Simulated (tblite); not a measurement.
C$_{8}$H$_{10}$AlN: geometry relaxation (part 3 of 4)

Continued. System: C$_{8}$H$_{10}$AlN, SMILES CC#[N+][AlH2-][c]1ccccc1. Method: GFN2-xTB geometry optimisation, gas phase (tblite 0.8.0). 

Geometry of the input (Å):
```
Al 2.7299  -0.2187  -0.0149
C  0.7593  -0.0526  -0.0296
C  0.1428  1.0928  -0.4720
C  -1.2673  1.2292  -0.4931
C  -2.0498  0.1568  0.0133
C  -1.4475  -1.0046  0.4634
C  -0.0453  -1.1023  0.4549
H  3.5969  1.0091  -0.5540
H  3.3981  -1.5525  0.5360
H  0.7112  1.9365  -0.8465
H  -1.7485  2.1228  -0.8476
H  -3.1448  0.2399  0.0058
H  -2.0591  -1.8269  0.8607
H  0.4205  -2.0317  0.8307
N  2.7072  -1.0479  -1.8361
C  2.7088  -1.5520  -2.8640
C  2.7169  -2.1618  -4.1987
H  3.6783  -2.6680  -4.3954
H  1.9171  -2.9166  -4.2602
H  2.5560  -1.4032  -4.9668
```

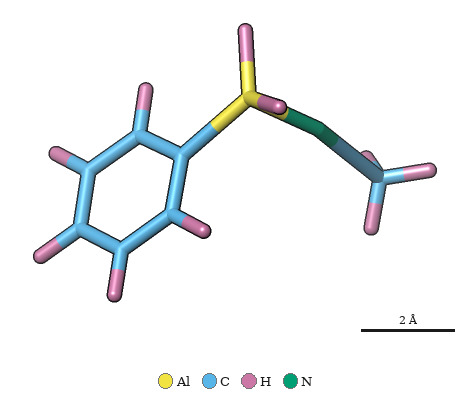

Figure 1. The geometry at step 74 of the log (stick view, seen at a tilt).

**Trajectory as extended XYZ, continued**
```
20
Properties=species:S:1:pos:R:3:forces:R:3 step=56 energy=-712.13624
Al    2.7365   -0.2604   -0.1158   -0.0060   0.0040   0.0040
C     0.7295   -0.1057   -0.1174    0.0250  -0.0110   0.0110
C     0.0850    1.0638   -0.5375    0.0150  -0.0230  -0.0100
C    -1.2884    1.2103   -0.4613    0.0040   0.0020   0.0100
C    -2.0634    0.1806    0.0465   -0.0030  -0.0070   0.0140
C    -1.4591   -0.9895    0.4769    0.0110   0.0050   0.0080
C    -0.0843   -1.1236    0.3943    0.0080  -0.0070  -0.0150
H     3.5612    1.0467   -0.3357   -0.0130   0.0000   0.0030
H     3.3691   -1.4287    0.7065   -0.0120   0.0000   0.0050
H     0.6919    1.8739   -0.9292    0.0020   0.0050  -0.0020
H    -1.7618    2.1260   -0.7902    0.0020   0.0140  -0.0070
H    -3.1364    0.2934    0.1152   -0.0170  -0.0050  -0.0100
H    -2.0654   -1.7901    0.8810    0.0060  -0.0030  -0.0020
H     0.3886   -2.0394    0.7375   -0.0060   0.0200  -0.0070
N     3.0073   -1.0646   -1.9150    0.0040   0.0000  -0.0170
C     2.8721   -1.5636   -2.9388   -0.0090   0.0060   0.0010
C     2.7081   -2.1780   -4.2130   -0.0060  -0.0020   0.0080
H     3.6132   -2.7233   -4.4816   -0.0050   0.0040   0.0100
H     1.8653   -2.8684   -4.1744    0.0010  -0.0030  -0.0020
H     2.5115   -1.4111   -4.9622    0.0010   0.0030   0.0010
20
Properties=species:S:1:pos:R:3:forces:R:3 step=59 energy=-712.13651
Al    2.7346   -0.2603   -0.1168    0.0140  -0.0050   0.0000
C     0.7300   -0.1113   -0.1286   -0.0060   0.0020  -0.0030
C     0.0858    1.0596   -0.5453   -0.0030   0.0020  -0.0060
C    -1.2870    1.2105   -0.4603    0.0010  -0.0050   0.0000
C    -2.0620    0.1816    0.0501   -0.0040   0.0110   0.0100
C    -1.4576   -0.9895    0.4778   -0.0050   0.0030  -0.0040
C    -0.0839   -1.1271    0.3862   -0.0050   0.0010  -0.0050
H     3.5539    1.0501   -0.3263   -0.0040   0.0120   0.0000
H     3.3626   -1.4260    0.7114   -0.0070  -0.0070   0.0070
H     0.6917    1.8687   -0.9412    0.0030  -0.0020   0.0060
H    -1.7604    2.1285   -0.7855    0.0150  -0.0090  -0.0040
H    -3.1350    0.2960    0.1218   -0.0030  -0.0040  -0.0020
H    -2.0640   -1.7883    0.8856    0.0120  -0.0040  -0.0070
H     0.3879   -2.0441    0.7252    0.0070  -0.0020   0.0060
N     3.0219   -1.0610   -1.9156    0.0040   0.0080   0.0060
C     2.8785   -1.5623   -2.9370   -0.0080   0.0050   0.0000
C     2.7061   -2.1773   -4.2091   -0.0080   0.0020  -0.0080
H     3.6081   -2.7252   -4.4821    0.0020  -0.0030   0.0070
H     1.8612   -2.8643   -4.1671   -0.0060  -0.0120   0.0020
H     2.5083   -1.4099   -4.9573    0.0010   0.0070  -0.0060
20
Properties=species:S:1:pos:R:3:forces:R:3 step=62 energy=-712.13668
Al    2.7363   -0.2602   -0.1149   -0.0020   0.0010  -0.0040
C     0.7316   -0.1117   -0.1291   -0.0040   0.0010  -0.0110
C     0.0871    1.0585   -0.5469   -0.0020   0.0060   0.0060
C    -1.2856    1.2098   -0.4605    0.0000   0.0010  -0.0030
C    -2.0613    0.1823    0.0516    0.0010  -0.0020  -0.0100
C    -1.4563   -0.9892    0.4771   -0.0010  -0.0030  -0.0020
C    -0.0829   -1.1275    0.3844    0.0020   0.0030   0.0060
H     3.5530    1.0520   -0.3221    0.0020   0.0090   0.0000
H     3.3626   -1.4255    0.7144   -0.0020  -0.0090   0.0060
H     0.6922    1.8681   -0.9431    0.0040  -0.0050   0.0050
H    -1.7572    2.1279   -0.7866    0.0040  -0.0010  -0.0050
H    -3.1348    0.2948    0.1208    0.0040   0.0040   0.0060
H    -2.0611   -1.7891    0.8843   -0.0010  -0.0080  -0.0030
H     0.3887   -2.0446    0.7234    0.0050  -0.0020   0.0050
N     3.0164   -1.0583   -1.9158    0.0010   0.0010  -0.0040
C     2.8719   -1.5610   -2.9366   -0.0010   0.0040  -0.0020
C     2.7035   -2.1772   -4.2091   -0.0020   0.0000   0.0030
H     3.6079   -2.7241   -4.4773   -0.0050   0.0030   0.0050
H     1.8603   -2.8670   -4.1699    0.0000   0.0050   0.0010
H     2.5085   -1.4096   -4.9583   -0.0020  -0.0070   0.0010
20
Properties=species:S:1:pos:R:3:forces:R:3 step=65 energy=-712.13675
Al    2.7366   -0.2602   -0.1149   -0.0030   0.0020   0.0020
C     0.7315   -0.1127   -0.1324    0.0050  -0.0060   0.0060
C     0.0873    1.0582   -0.5481    0.0050  -0.0070  -0.0010
C    -1.2851    1.2095   -0.4609    0.0000   0.0010  -0.0010
C    -2.0608    0.1823    0.0514    0.0030  -0.0090  -0.0040
C    -1.4559   -0.9895    0.4766    0.0050  -0.0030   0.0000
C    -0.0824   -1.1280    0.3833    0.0010  -0.0040  -0.0010
H     3.5517    1.0546   -0.3197   -0.0010  -0.0020   0.0020
H     3.3609   -1.4265    0.7167   -0.0040   0.0020  -0.0020
H     0.6931    1.8667   -0.9447    0.0050   0.0040   0.0020
H    -1.7554    2.1280   -0.7869   -0.0080   0.0060  -0.0050
H    -3.1341    0.2954    0.1224    0.0010   0.0030   0.0020
H    -2.0599   -1.7901    0.8842   -0.0020   0.0000  -0.0040
H     0.3895   -2.0455    0.7218    0.0000   0.0090   0.0010
N     3.0175   -1.0566   -1.9161    0.0010   0.0020  -0.0030
C     2.8709   -1.5597   -2.9363    0.0010   0.0030   0.0020
C     2.7021   -2.1769   -4.2081   -0.0010   0.0000   0.0030
H     3.6065   -2.7239   -4.4754    0.0000  -0.0010   0.0020
H     1.8591   -2.8666   -4.1691   -0.0050   0.0030   0.0030
H     2.5077   -1.4101   -4.9580   -0.0040  -0.0020  -0.0040
20
Properties=species:S:1:pos:R:3:forces:R:3 step=68 energy=-712.13063
Al    2.7417   -0.2078   -0.1343    0.0440   0.0110  -0.0110
C     0.7298   -0.1358   -0.1237    0.0350  -0.0040   0.0100
C     0.0989    1.0431   -0.5385    0.0040  -0.0080   0.0020
C    -1.2721    1.2103   -0.4579    0.0050  -0.0030  -0.0030
C    -2.0602    0.1890    0.0478    0.0040  -0.0010  -0.0030
C    -1.4688   -0.9901    0.4723    0.0030  -0.0020  -0.0050
C    -0.0963   -1.1441    0.3853    0.0000   0.0010  -0.0030
H     3.4647    1.1344   -0.5361   -0.0430  -0.1190   0.0300
H     3.4639   -1.2247    0.8215   -0.0470   0.0930  -0.0910
H     0.7185    1.8452   -0.9294    0.0010   0.0000   0.0030
H    -1.7314    2.1350   -0.7833   -0.0030  -0.0040  -0.0010
H    -3.1326    0.3129    0.1150    0.0050   0.0010   0.0010
H    -2.0831   -1.7856    0.8744    0.0000   0.0030  -0.0050
H     0.3612   -2.0678    0.7240    0.0010   0.0020   0.0030
N     3.0131   -1.1829   -1.8648    0.1260   0.3850   1.0230
C     2.8703   -1.5900   -2.9185   -0.1590  -0.4730  -1.2150
C     2.7029   -2.1138   -4.2406    0.0220   0.0620   0.1620
H     3.6070   -2.6428   -4.5474   -0.0290   0.0360   0.0340
H     1.8590   -2.8057   -4.2547    0.0270   0.0490   0.0210
H     2.5106   -1.2936   -4.9342    0.0040  -0.0310   0.0470
20
Properties=species:S:1:pos:R:3:forces:R:3 step=71 energy=-712.13804
Al    2.7443   -0.2076   -0.1362   -0.0580  -0.0170  -0.0350
C     0.7318   -0.1359   -0.1227   -0.0010   0.0010   0.0020
C     0.0996    1.0423   -0.5383    0.0080   0.0000   0.0020
C    -1.2715    1.2100   -0.4581    0.0090  -0.0040  -0.0020
C    -2.0599    0.1889    0.0475    0.0060  -0.0010  -0.0030
C    -1.4684   -0.9901    0.4718    0.0080  -0.0010  -0.0050
C    -0.0958   -1.1440    0.3850    0.0100   0.0010   0.0010
H     3.4615    1.1255   -0.5337    0.0070  -0.0210   0.0020
H     3.4605   -1.2173    0.8147    0.0030   0.0260  -0.0240
H     0.7185    1.8452   -0.9291    0.0030  -0.0010   0.0030
H    -1.7315    2.1347   -0.7833    0.0060  -0.0070  -0.0010
H    -3.1322    0.3130    0.1151    0.0040   0.0010   0.0000
H    -2.0831   -1.7854    0.8739    0.0040   0.0020  -0.0060
H     0.3612   -2.0677    0.7242    0.0020  -0.0020   0.0030
N     3.0125   -1.1827   -1.8616   -0.0100  -0.0170  -0.0170
C     2.8697   -1.5922   -2.9241    0.0080   0.0290   0.0790
C     2.7033   -2.1130   -4.2383   -0.0030   0.0020  -0.0100
H     3.6056   -2.6406   -4.5453    0.0310  -0.0090   0.0040
H     1.8602   -2.8027   -4.2533   -0.0290  -0.0100   0.0150
H     2.5107   -1.2952   -4.9315   -0.0070   0.0280  -0.0080
20
Properties=species:S:1:pos:R:3:forces:R:3 step=74 energy=-712.13862
Al    2.7401   -0.2090   -0.1401   -0.0120  -0.0010  -0.0050
C     0.7320   -0.1360   -0.1223   -0.0180  -0.0030  -0.0080
C     0.1005    1.0422   -0.5382   -0.0040   0.0060  -0.0020
C    -1.2706    1.2096   -0.4584    0.0000   0.0030   0.0000
C    -2.0591    0.1888    0.0471    0.0040  -0.0030  -0.0010
C    -1.4676   -0.9902    0.4712   -0.0010  -0.0020   0.0010
C    -0.0950   -1.1442    0.3851   -0.0070  -0.0080   0.0040
H     3.4611    1.1203   -0.5329    0.0100   0.0090  -0.0170
H     3.4596   -1.2123    0.8098    0.0100  -0.0070  -0.0020
H     0.7190    1.8451   -0.9287    0.0090   0.0020   0.0010
H    -1.7308    2.1339   -0.7835    0.0050   0.0000  -0.0030
H    -3.1315    0.3132    0.1151    0.0080   0.0000  -0.0020
H    -2.0826   -1.7852    0.8731    0.0030  -0.0030  -0.0040
H     0.3615   -2.0678    0.7246    0.0050  -0.0030   0.0020
N     3.0116   -1.1835   -1.8596   -0.0030  -0.0050   0.0170
C     2.8697   -1.5917   -2.9222   -0.0060  -0.0080  -0.0180
C     2.7033   -2.1125   -4.2376   -0.0010   0.0070   0.0100
H     3.6073   -2.6402   -4.5438   -0.0080   0.0070   0.0090
H     1.8585   -2.8018   -4.2512    0.0050   0.0080   0.0080
H     2.5101   -1.2935   -4.9307    0.0020   0.0020   0.0100
20
Properties=species:S:1:pos:R:3:forces:R:3 step=77 energy=-712.13877
Al    2.7377   -0.2094   -0.1417    0.0210   0.0080   0.0070
C     0.7301   -0.1364   -0.1233    0.0110  -0.0030  -0.0020
C     0.1003    1.0427   -0.5384    0.0030  -0.0050  -0.0020
C    -1.2704    1.2098   -0.4585   -0.0020   0.0020  -0.0010
C    -2.0585    0.1885    0.0468    0.0000   0.0020  -0.0010
C    -1.4676   -0.9906    0.4713   -0.0040  -0.0030   0.0010
C    -0.0954   -1.1450    0.3854    0.0030   0.0010  -0.0050
H     3.4622    1.1200   -0.5351   -0.0040  -0.0040  -0.0140
H     3.4606   -1.2119    0.8082   -0.0010  -0.0010  -0.0060
H     0.7202    1.8452   -0.9285    0.0010  -0.0040   0.0020
H    -1.7301    2.1339   -0.7840   -0.0050   0.0070  -0.0030
H    -3.1305    0.3131    0.1148   -0.0030  -0.0010  -0.0020
H    -2.0823   -1.7858    0.8725   -0.0080  -0.0070   0.0020
H     0.3623   -2.0682    0.7250    0.0000   0.0010  -0.0010
N     3.0107   -1.1850   -1.8582   -0.0050  -0.0110  -0.0010
C     2.8692   -1.5917   -2.9216    0.0000   0.0060   0.0180
C     2.7031   -2.1116   -4.2367   -0.0020   0.0020   0.0000
H     3.6069   -2.6393   -4.5423   -0.0020   0.0030   0.0030
H     1.8584   -2.8007   -4.2496   -0.0020   0.0030   0.0030
H     2.5102   -1.2925   -4.9294    0.0000   0.0050   0.0040
20
Properties=species:S:1:pos:R:3:forces:R:3 step=80 energy=-712.13893
Al    2.7386   -0.2084   -0.1425   -0.0020  -0.0010   0.0010
C     0.7297   -0.1375   -0.1247    0.0130   0.0030   0.0090
C     0.1005    1.0425   -0.5390    0.0030  -0.0080   0.0010
C    -1.2704    1.2104   -0.4588    0.0060  -0.0080  -0.0030
C    -2.0579    0.1883    0.0463   -0.0060  -0.0010   0.0000
C    -1.4681   -0.9916    0.4713    0.0080   0.0040  -0.0090
C    -0.0957   -1.1460    0.3848    0.0030   0.0050  -0.0050
H     3.4628    1.1191   -0.5406   -0.0020   0.0030  -0.0120
H     3.4619   -1.2117    0.8052    0.0040  -0.0010   0.0030
H     0.7219    1.8446   -0.9278   -0.0050  -0.0050   0.0000
H    -1.7300    2.1349   -0.7850    0.0000  -0.0090   0.0060
H    -3.1299    0.3130    0.1141   -0.0070   0.0000  -0.0010
H    -2.0833   -1.7874    0.8719    0.0010   0.0110  -0.0030
H     0.3632   -2.0686    0.7252   -0.0060   0.0030  -0.0040
N     3.0089   -1.1883   -1.8551    0.0010   0.0020   0.0200
C     2.8682   -1.5915   -2.9196   -0.0010  -0.0020   0.0060
C     2.7024   -2.1098   -4.2349   -0.0020   0.0020   0.0030
H     3.6059   -2.6377   -4.5400    0.0090  -0.0040  -0.0040
H     1.8580   -2.7986   -4.2472   -0.0140  -0.0050  -0.0050
H     2.5102   -1.2905   -4.9270   -0.0030   0.0110  -0.0040
20
Properties=species:S:1:pos:R:3:forces:R:3 step=83 energy=-712.13909
Al    2.7399   -0.2075   -0.1428   -0.0040  -0.0040   0.0000
C     0.7311   -0.1381   -0.1247   -0.0070   0.0050   0.0110
C     0.1011    1.0411   -0.5395    0.0000   0.0050   0.0040
C    -1.2698    1.2097   -0.4595   -0.0010  -0.0080  -0.0010
C    -2.0580    0.1880    0.0457    0.0000  -0.0020  -0.0050
C    -1.4679   -0.9920    0.4700    0.0010   0.0050  -0.0080
C    -0.0954   -1.1464    0.3835    0.0000  -0.0010   0.0050
H     3.4629    1.1188   -0.5485   -0.0030   0.0020  -0.0060
H     3.4640   -1.2118    0.8028    0.0070   0.0050   0.0110
H     0.7228    1.8433   -0.9272   -0.0030   0.0040  -0.0050
H    -1.7297    2.1344   -0.7851    0.0080  -0.0120   0.0050
H    -3.1302    0.3129    0.1131    0.0030   0.0000   0.0000
H    -2.0839   -1.7874    0.8707    0.0110   0.0120  -0.0060
H     0.3631   -2.0685    0.7248   -0.0040  -0.0060  -0.0030
N     3.0071   -1.1921   -1.8499    0.0010  -0.0060  -0.0080
C     2.8670   -1.5914   -2.9160   -0.0020  -0.0090  -0.0050
C     2.7015   -2.1078   -4.2328   -0.0010   0.0000   0.0040
H     3.6055   -2.6363   -4.5380   -0.0150   0.0090   0.0020
H     1.8560   -2.7967   -4.2455    0.0080   0.0120  -0.0070
H     2.5098   -1.2872   -4.9246    0.0010  -0.0090   0.0130
20
Properties=species:S:1:pos:R:3:forces:R:3 step=86 energy=-712.13924
Al    2.7405   -0.2072   -0.1431    0.0040   0.0000   0.0030
C     0.7319   -0.1381   -0.1231    0.0010   0.0010   0.0030
C     0.1019    1.0404   -0.5394    0.0010   0.0060   0.0040
C    -1.2690    1.2081   -0.4604    0.0010   0.0070  -0.0020
C    -2.0581    0.1875    0.0443    0.0030  -0.0010  -0.0060
C    -1.4674   -0.9920    0.4677   -0.0010  -0.0060   0.0040
C    -0.0950   -1.1467    0.3830    0.0000  -0.0010   0.0060
H     3.4625    1.1186   -0.5567   -0.0070  -0.0060  -0.0010
H     3.4670   -1.2108    0.8020    0.0060   0.0120   0.0110
H     0.7232    1.8426   -0.9273   -0.0010   0.0070  -0.0040
H    -1.7285    2.1326   -0.7846   -0.0010   0.0110  -0.0080
H    -3.1303    0.3127    0.1121    0.0040  -0.0010  -0.0020
H    -2.0833   -1.7862    0.8689   -0.0030  -0.0140   0.0010
H     0.3624   -2.0693    0.7239   -0.0010  -0.0080   0.0000
N     3.0056   -1.1963   -1.8457    0.0030  -0.0050  -0.0050
C     2.8656   -1.5925   -2.9129   -0.0010  -0.0050   0.0040
C     2.7003   -2.1059   -4.2303   -0.0030  -0.0020  -0.0050
H     3.6038   -2.6340   -4.5360   -0.0010  -0.0010  -0.0030
H     1.8547   -2.7936   -4.2449   -0.0040  -0.0010  -0.0060
H     2.5094   -1.2847   -4.9208   -0.0010   0.0070   0.0040
20
Properties=species:S:1:pos:R:3:forces:R:3 step=88 energy=-712.13935
Al    2.7413   -0.2071   -0.1431   -0.0020  -0.0020   0.0030
C     0.7323   -0.1378   -0.1215    0.0070  -0.0010   0.0010
C     0.1026    1.0406   -0.5388    0.0020  -0.0010   0.0010
C    -1.2684    1.2078   -0.4612    0.0030   0.0070   0.0010
C    -2.0577    0.1869    0.0426    0.0040   0.0020   0.0030
C    -1.4673   -0.9925    0.4665    0.0020  -0.0070   0.0060
C    -0.0948   -1.1471    0.3834    0.0020   0.0020  -0.0010
H     3.4614    1.1176   -0.5625   -0.0040  -0.0040   0.0000
H     3.4698   -1.2086    0.8029    0.0050   0.0140   0.0120
H     0.7234    1.8429   -0.9280    0.0000   0.0000   0.0040
H    -1.7276    2.1325   -0.7851   -0.0040   0.0120  -0.0110
H    -3.1297    0.3124    0.1112    0.0000  -0.0020  -0.0060
H    -2.0830   -1.7868    0.8676   -0.0070  -0.0150  -0.0010
H     0.3617   -2.0708    0.7233   -0.0010   0.0030   0.0000
N     3.0049   -1.2000   -1.8433    0.0050   0.0020   0.0200
C     2.8644   -1.5942   -2.9110   -0.0010  -0.0040   0.0000
C     2.6992   -2.1048   -4.2288   -0.0040   0.0000  -0.0060
H     3.6021   -2.6323   -4.5348    0.0160  -0.0120  -0.0110
H     1.8535   -2.7913   -4.2453   -0.0200  -0.0160  -0.0060
H     2.5091   -1.2824   -4.9173   -0.0030   0.0220  -0.0100
```
